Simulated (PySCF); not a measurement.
Geometry relaxation, with input and output: C₂H₆Cu (charge −1)

The run: geometry relaxation of C₂H₆Cu, charge −1, SMILES [CH3][Cu-][CH3]. Method and program: PBE0-D3(BJ)/def2-SVP geometry optimisation, gas phase (PySCF 2.14.0).

It belongs to a series of runs on one base structure; here: both: Cl to Me.

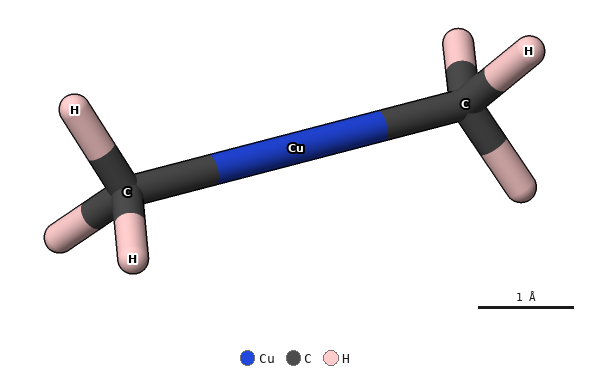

**Figure 1.** The starting structure (stick view, seen at a tilt). Sticks mark near contacts.

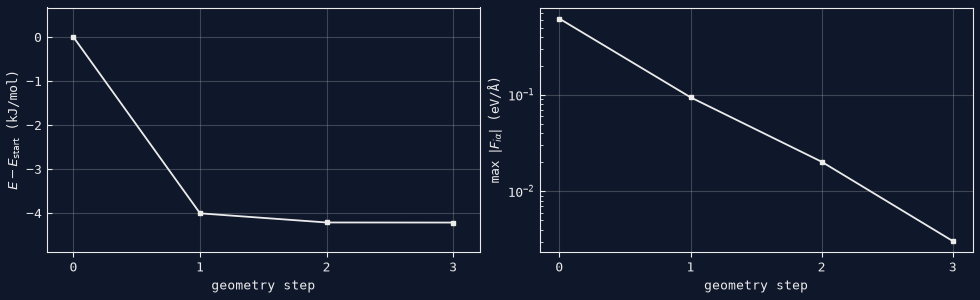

**Figure 2.** Progress of the relaxation, step by step (steps are counted from 0).

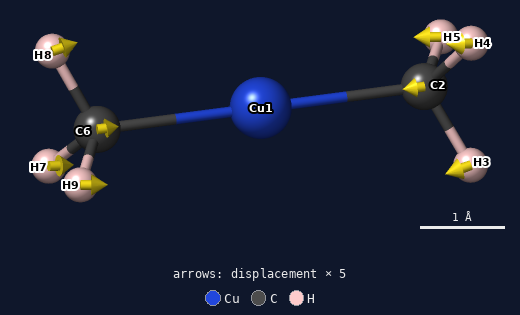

**Figure 3.** The starting structure with the displacements as yellow arrows, magnified 5 times (ball-and-stick view, seen at a tilt). The two geometries are laid on each other by the best rigid fit. The largest moves after the best rigid fit, 0.066 Å, are those of H3, H4, H5 and H9. Largest moves by element: H 0.066 Å, C 0.054 Å, Cu 0.001 Å. Distances before and after: Cu1–C2 2.014 → 1.960 Å, C2–H3 1.104 → 1.112 Å. The energy falls by 4.21 kJ/mol in 3 geometry steps. Largest force component: 0.62 eV/Å at the start, 0.003 eV/Å at the end. (Atoms are counted from 1 in the order of the input.)

These pictures come from the run below.

### Input file
```
{"job": {"xc": "PBE0", "basis": "def2-SVP", "d3": "d3bj", "grid": 1, "maxiter": 40, "kind": "geom"}, "charge": -1, "multiplicity": 1}
Cu    -0.000140     0.000570    -0.000370
C     -0.003590    -0.014690     2.013650
H     -0.432230     0.893840     2.470850
H      0.999220    -0.103940     2.466030
H     -0.580360    -0.844460     2.457700
C      0.003710     0.014820    -2.014070
H     -1.003150     0.018740    -2.466180
H      0.507850    -0.854910    -2.469750
H      0.508680     0.890030    -2.457850
```

The first line tells a small driver script what to run in PySCF; the rest is the geometry in Å.

### Output
```
step   0  E = -1719.70866995  max force = 0.012023
step   1  E = -1719.71019491  max force = 0.001835
step   2  E = -1719.71027407  max force = 0.000393
step   3  E = -1719.71027475  max force = 0.000059
optimisation converged
```

### Key numbers

```csv
quantity,value
outcome,converged
total energy,−1719.710275 hartree
point group,D3
hardware,"1 CPU thread, shared host"
wall time,7.6 s
peak memory,0.35 GiB
```
